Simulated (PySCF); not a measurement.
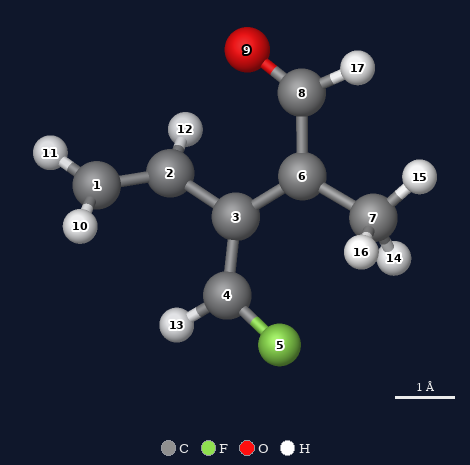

Figure 1. The structure as given in the input (ball-and-stick view, seen at a tilt; atoms are numbered from 1 in the order of the input).

# EPR calculation of C$_{7}$H$_{8}$FO

C$_{7}$H$_{8}$FO, multiplicity 2, computed with UKS B3LYP, pcH-1 on C F H O, non-relativistic, mean-field spin-orbit, GIAO (PySCF 2.14.0).

It belongs to a series of runs on one base structure; here: H added to sp2 C.

### Output
```
UKS, coarse grid
  cycle   1  E = -446.36160649  |g| = 7.00e-01
  cycle   2  E = -444.66006833  |g| = 1.88e+00
  cycle   3  E = -446.49779340  |g| = 3.62e-01
  cycle   4  E = -446.56252774  |g| = 1.15e-01
  cycle   5  E = -446.56687920  |g| = 4.73e-02
  cycle   6  E = -446.56782260  |g| = 2.34e-02
  cycle   7  E = -446.56812035  |g| = 1.08e-02
  cycle   8  E = -446.56822097  |g| = 5.84e-03
  cycle   9  E = -446.56825260  |g| = 2.78e-03
  cycle  10  E = -446.56825848  |g| = 1.06e-03
  cycle  11  E = -446.56826013  |g| = 7.26e-04
UKS, final grid
  cycle   1  E = -446.56826274  |g| = 1.26e-03
  cycle   2  E = -446.56826062  |g| = 2.67e-03
  cycle   3  E = -446.56826350  |g| = 2.41e-04
  cycle   4  E = -446.56826354  |g| = 1.08e-04
  cycle   5  E = -446.56826357  |g| = 8.86e-05
  cycle   6  E = -446.56826359  |g| = 2.29e-05
  cycle   7  E = -446.56826359  |g| = 1.11e-05
E = -446.56826359 Eh   <S^2> = 0.7777 (exact 0.7500)
g shifts (ppm)      1          2          3
  rmc          -210       -210       -210
  gc            -11         34         40
  oz_so           5       2662       5539
  total        -215       2487       5369
hyperfine (MHz)  atom isotope    a_iso     a_fc   dipolar eigenvalues
    0   13C      -5.34      -5.34     -4.71      2.17      2.53
    1   13C       6.24       6.24     -1.91     -0.65      2.57
    2   13C     -38.33     -38.33    -23.00      9.08     13.92
    3   13C      46.02      46.02    -39.46    -37.02     76.48
    4   19F      76.48      76.48   -141.05   -120.96    262.01
    5   13C      47.85      47.85    -44.90    -43.37     88.27
    6   13C     -18.97     -18.97     -1.44      0.15      1.29
    7   13C     -28.33     -28.33     -6.94      0.72      6.21
    8   17O     -16.87     -16.87    -75.14     37.38     37.76
    9    1H       2.51       2.51     -2.46     -1.22      3.68
   10    1H       2.21       2.21     -0.64     -0.44      1.08
   11    1H      -8.47      -8.47     -2.74      0.10      2.64
   12    1H     -32.83     -32.83    -17.74     -1.45     19.19
   13    1H      60.26      60.26     -3.57     -0.72      4.29
   14    1H       2.62       2.62     -2.73     -2.43      5.16
   15    1H      76.27      76.27     -3.34     -1.35      4.70
   16    1H      -2.20      -2.20     -3.83     -2.11      5.94
```

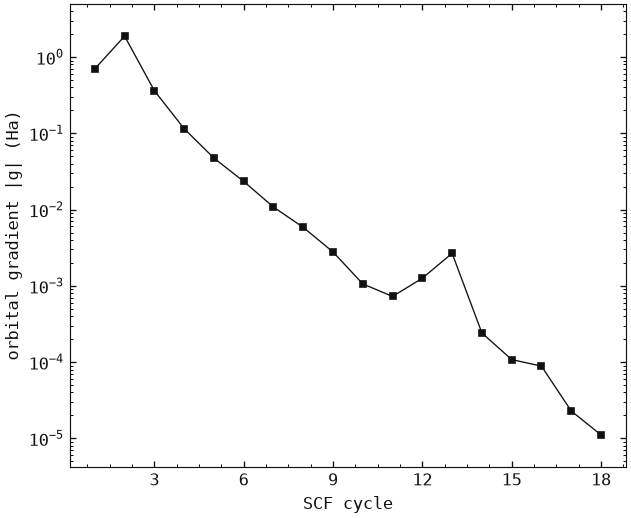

Figure 2. Convergence of the self-consistent field: orbital gradient |g| against the SCF cycle. All cycles printed in the log are drawn one after another.

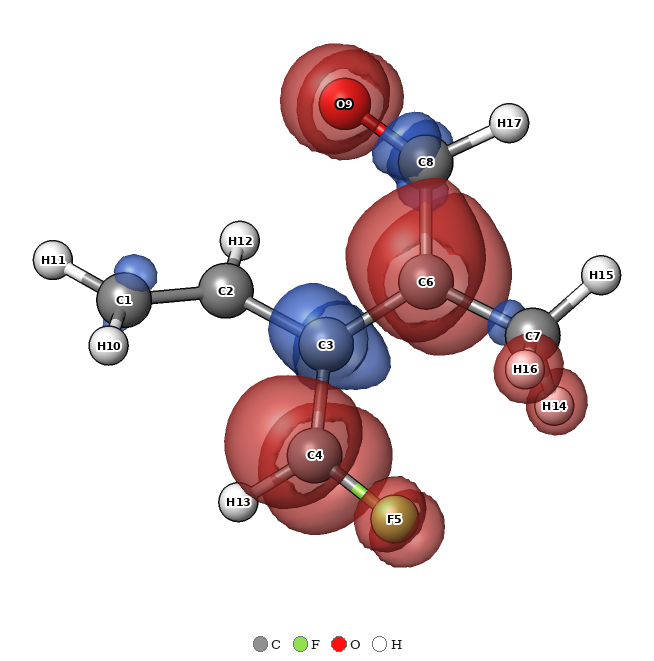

Figure 3. Isosurfaces of the spin density at +0.02 (red) and −0.02 e/Å³ (blue), seen at a tilt. The unpaired spin (1 electron) lies mostly on C6 (about 0.3), C4 (about 0.3) and O9 (about 0.2), in electrons by Hirshfeld's partition.

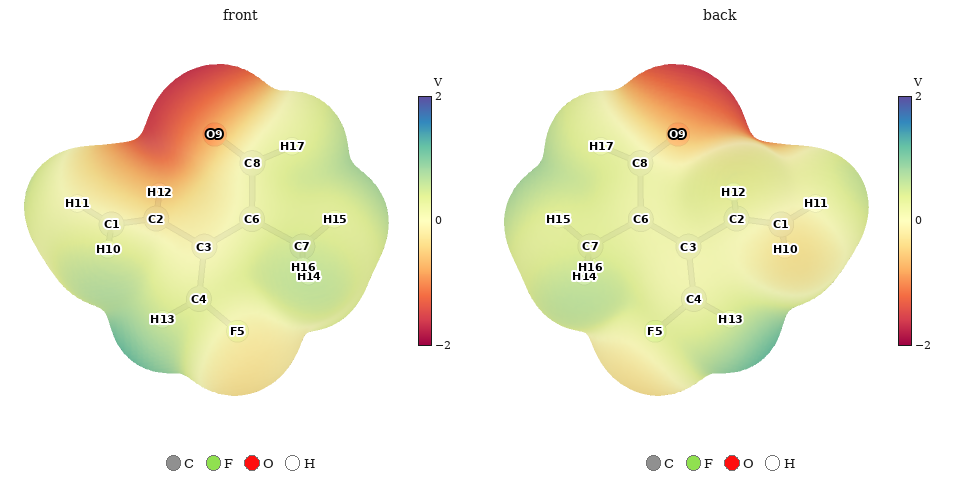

Figure 4. The molecular electrostatic potential painted on the density surface at 0.001 e/bohr³, seen face on and from behind; red is negative and blue positive. A positive charge is drawn to the negative regions and a negative charge to the positive ones.

The run was set up as follows.

### The input
```
{"job": {"kind": "epr", "basis": "pcH-1"}, "charge": 0, "multiplicity": 2}
C      2.575896    -0.730741    -0.344487
C      1.332804    -0.605451    -0.780151
C      0.343156     0.306982    -0.178226
C      0.778367     1.580395     0.037783
F      0.043198     2.550560     0.592347
C     -0.963599    -0.161441     0.118188
C     -2.037384     0.757289     0.582563
C     -1.273102    -1.562024     0.010363
O     -0.500133    -2.460777    -0.273276
H      2.935798    -0.198297     0.520778
H      3.271265    -1.401517    -0.817576
H      0.982177    -1.192984    -1.615250
H      1.769936     1.919780    -0.219386
H     -2.157985     1.597903    -0.101198
H     -2.984807     0.229788     0.665998
H     -1.790155     1.179633     1.558302
H     -2.332430    -1.797068     0.233318
```

The first line tells a small driver script what to run in PySCF; the rest is the geometry in Å.

Run as:
```bash
OMP_NUM_THREADS=1 python <driver script> task.json out
```

### Key numbers

- outcome: converged
- total energy: −446.568264 hartree
- ⟨S²⟩: 0.778
- isotropic g: 2.0049
- hardware: 1 CPU thread, shared host
- wall time: 1.7 min
- peak memory: 0.98 GiB
